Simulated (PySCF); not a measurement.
**Geometry relaxation of GaHCl3 (charge +1)**

GaHCl3, charge +1, computed with PBE0-D3(BJ)/def2-SVP geometry optimisation, gas phase (PySCF 2.14.0).

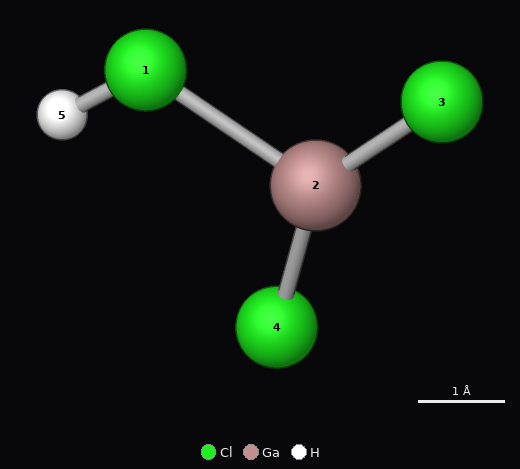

**Figure 1.** The input geometry (ball-and-stick view, seen at a tilt; atoms are numbered from 1 in the order of the input). Sticks mark near contacts. Bond lengths as drawn: Cl–Ga 2.06 to 2.40 Å and Cl–H 1.28 Å.

**Input file**
```
{"job": {"xc": "PBE0", "basis": "def2-SVP", "d3": "d3bj", "grid": 1, "kind": "geom"}, "charge": 1, "multiplicity": 1}
Cl    -0.328288     2.256080    -0.016242
Ga     0.159441    -0.092722     0.005339
Cl     2.211791    -0.272295    -0.086117
Cl    -1.638256    -1.111409     0.100197
H     -1.588689     2.469430     0.025001
```

The first line tells a small driver script what to run in PySCF; the rest is the geometry in Å.

Run as:
```bash
OMP_NUM_THREADS=1 python <driver script> task.json out
```

**Log**
```
step   0  E = -3304.49053094  max force = 0.021100
step   1  E = -3304.49224718  max force = 0.010141
step   2  E = -3304.49274204  max force = 0.001667
step   3  E = -3304.49277952  max force = 0.001419
step   4  E = -3304.49161084  max force = 0.005897
step   5  E = -3304.49250807  max force = 0.002925
step   6  E = -3304.49274711  max force = 0.001642
step   7  E = -3304.49278389  max force = 0.000467
step   8  E = -3304.49279286  max force = 0.000158
optimisation converged
```

**Trajectory as extended XYZ (Å, eV, eV/Å), 9 frames, from step=0 to step=8**
```
5
Properties=species:S:1:pos:R:3:forces:R:3 step=0 energy=-89919.76744
Cl   -0.3283    2.2561   -0.0162    1.0850   0.3310  -0.0508
Ga    0.1594   -0.0927    0.0053   -0.1900  -0.3190   0.0013
Cl    2.2118   -0.2723   -0.0861    0.0791   0.1329  -0.0150
Cl   -1.6383   -1.1114    0.1002   -0.1007   0.0155   0.0322
H    -1.5887    2.4694    0.0250   -0.8734  -0.1604   0.0324
5
Properties=species:S:1:pos:R:3:forces:R:3 step=1 energy=-89919.81414
Cl   -0.2100    2.2875   -0.0260   -0.5215  -0.0730   0.0135
Ga    0.1063   -0.1247    0.0053    0.1887   0.0288  -0.0052
Cl    2.1738   -0.1902   -0.0952   -0.0362  -0.0775  -0.0026
Cl   -1.7289   -1.0746    0.1203   -0.0068   0.0857   0.0089
H    -1.5250    2.3510    0.0239    0.3757   0.0360  -0.0145
5
Properties=species:S:1:pos:R:3:forces:R:3 step=2 energy=-89919.82760
Cl   -0.1675    2.2993   -0.0707   -0.0205  -0.0555  -0.0187
Ga    0.1151   -0.1208    0.0192   -0.0857   0.0169   0.0416
Cl    2.1461   -0.4374   -0.1714    0.0102   0.0311  -0.0110
Cl   -1.8084   -0.8550    0.2756    0.0343   0.0104  -0.0299
H    -1.4710    2.3605   -0.0193    0.0617  -0.0029   0.0180
5
Properties=species:S:1:pos:R:3:forces:R:3 step=3 energy=-89919.82862
Cl   -0.1576    2.2875   -0.0194    0.0730  -0.0049   0.0022
Ga    0.1053   -0.1270    0.0066   -0.0064   0.0037  -0.0189
Cl    2.1435   -0.4079   -0.1743   -0.0097  -0.0021   0.0125
Cl   -1.8221   -0.8704    0.1623    0.0134  -0.0014  -0.0136
H    -1.4547    2.3651    0.0573   -0.0703   0.0047   0.0178
5
Properties=species:S:1:pos:R:3:forces:R:3 step=4 energy=-89919.79682
Cl   -0.1251    2.1983    0.3797    0.1903   0.1596   0.0957
Ga    0.0639   -0.1306   -0.1601    0.2826   0.0298  -0.2025
Cl    2.1218   -0.3120   -0.2274    0.0307  -0.1383   0.0482
Cl   -1.8491   -0.7867   -0.5541   -0.2003  -0.1162   0.0363
H    -1.3992    2.2801    0.5925   -0.3032   0.0650   0.0223
5
Properties=species:S:1:pos:R:3:forces:R:3 step=5 energy=-89919.82124
Cl   -0.1397    2.2583    0.1745    0.0879   0.0700   0.0382
Ga    0.0858   -0.1306   -0.0741    0.1425   0.0062  -0.1284
Cl    2.1357   -0.3626   -0.1853    0.0101  -0.0556   0.0198
Cl   -1.8405   -0.8644   -0.2029   -0.0901  -0.0502   0.0775
H    -1.4278    2.3473    0.3194   -0.1504   0.0296  -0.0070
5
Properties=species:S:1:pos:R:3:forces:R:3 step=6 energy=-89919.82774
Cl   -0.1460    2.2693    0.1545    0.0456   0.0335   0.0195
Ga    0.0926   -0.1260   -0.0921    0.0639  -0.0166  -0.0324
Cl    2.1392   -0.3745   -0.2381   -0.0297  -0.0256  -0.0029
Cl   -1.8348   -0.8791   -0.0833    0.0045   0.0045   0.0148
H    -1.4374    2.3583    0.2903   -0.0844   0.0041   0.0009
5
Properties=species:S:1:pos:R:3:forces:R:3 step=7 energy=-89919.82874
Cl   -0.1464    2.2668    0.2321    0.0125   0.0240   0.0038
Ga    0.0995   -0.1172   -0.1310    0.0172   0.0084  -0.0169
Cl    2.1300   -0.3786   -0.3997   -0.0058  -0.0075   0.0174
Cl   -1.8293   -0.8618   -0.0439   -0.0136  -0.0171  -0.0105
H    -1.4404    2.3386    0.3749   -0.0104  -0.0078   0.0064
5
Properties=species:S:1:pos:R:3:forces:R:3 step=8 energy=-89919.82899
Cl   -0.1574    2.2714    0.2331   -0.0080   0.0044   0.0036
Ga    0.1036   -0.1110   -0.1389    0.0024  -0.0026   0.0057
Cl    2.1403   -0.3719   -0.3520    0.0023  -0.0013  -0.0024
Cl   -1.8206   -0.8723   -0.0862   -0.0004   0.0049  -0.0081
H    -1.4526    2.3314    0.3761    0.0037  -0.0055   0.0012
```

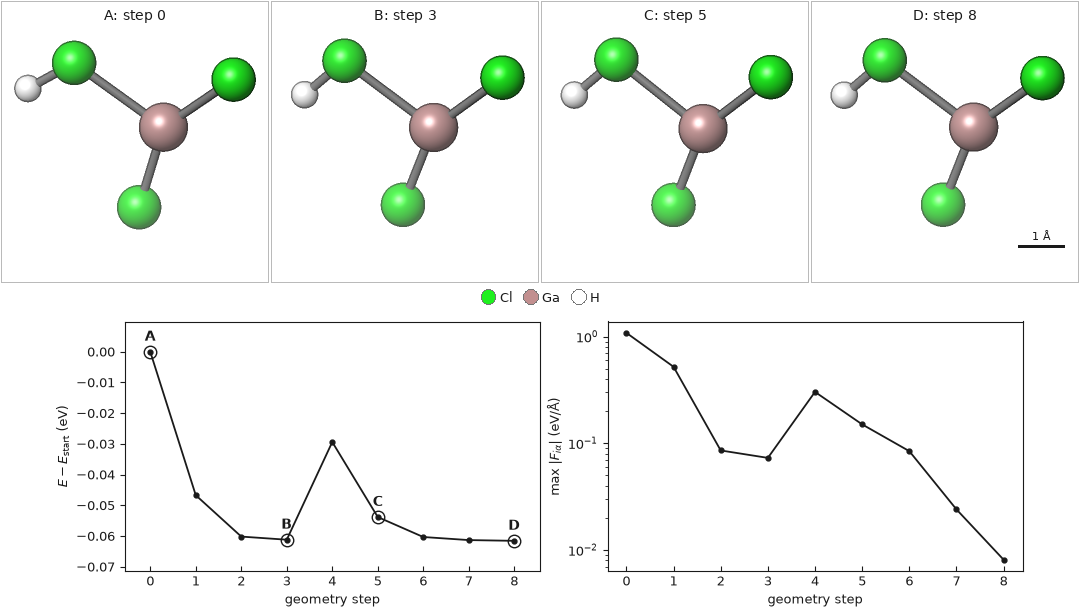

**Figure 2.** Frames of the relaxation (ball-and-stick view, seen at a tilt) above the curves, on which the letters mark them (steps are counted from 0).

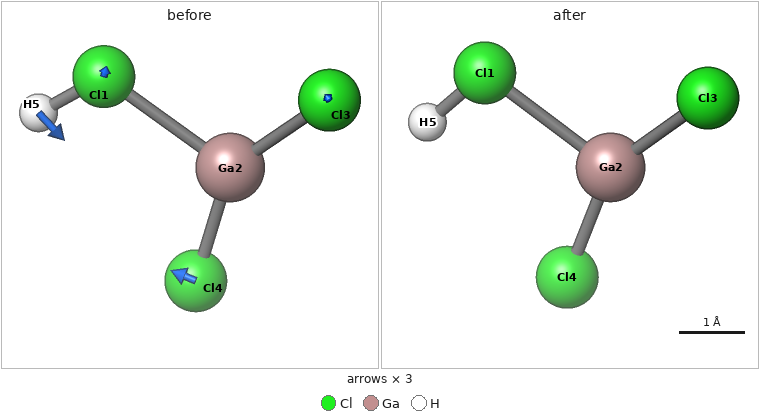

**Figure 3.** Before (left) and after (right) the relaxation, at one scale (ball-and-stick view, seen at a tilt). The blue arrows give the displacements, magnified 3 times. The atom that moves furthest after the best rigid fit is H5 (0.20 Å). Largest moves by element: H 0.20 Å, Cl 0.14 Å, Ga 0.01 Å. Among the contacts that change: Cl1–Ga2 2.399 → 2.425 Å, Cl1–H5 1.279 → 1.304 Å. Among the angles that change: Ga2–Cl1–H5 111.3° → 99.7°, Cl3–Ga2–Cl4 145.5° → 150.8°, Cl1–Ga2–Cl4 107.8° → 104.9°. The energy falls by 0.062 eV in 8 geometry steps. Largest force component: 1.1 eV/Å at the start, 0.0081 eV/Å at the end. (Atoms are counted from 1 in the order of the input.)

**Summary**

- outcome: converged
- total energy: −3304.492793 hartree
- point group: Cs
- hardware: 1 CPU thread, shared host
- wall time: 48 s
- peak memory: 0.38 GiB
